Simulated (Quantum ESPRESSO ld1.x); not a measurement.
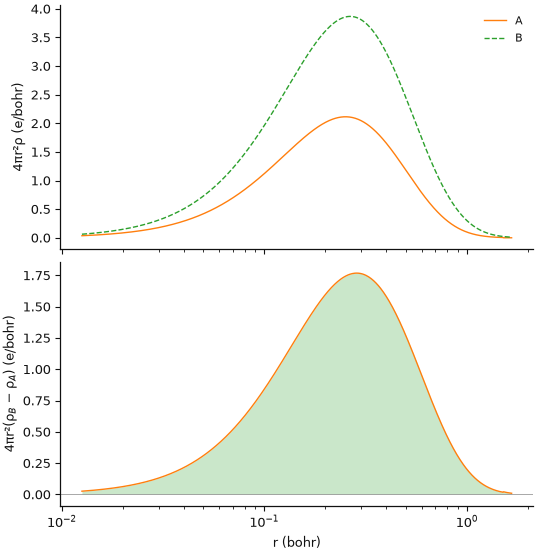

Two charge states of beryllium were computed: Be²⁺ in 1s2; Be³⁺ in 1s1. Theory: non-relativistic Kohn-Sham, PBE, spin-unpolarised, spherical densities, point nucleus (computed with Quantum ESPRESSO ld1.x 7.5).

The plot shows both radial densities and the radial density of run B less that of run A; on the logarithmic r axis, areas aren't charges.

Q: Assign A and B and describe the change of the density.

Answer: A is Be³⁺ in 1s1; B is Be²⁺ in 1s2. B holds 1.0 electrons more than A where the difference is positive (most at r = 0.29 bohr) and hardly less anywhere, a net change of +1. The energy of B less that of A is −158.7 eV.
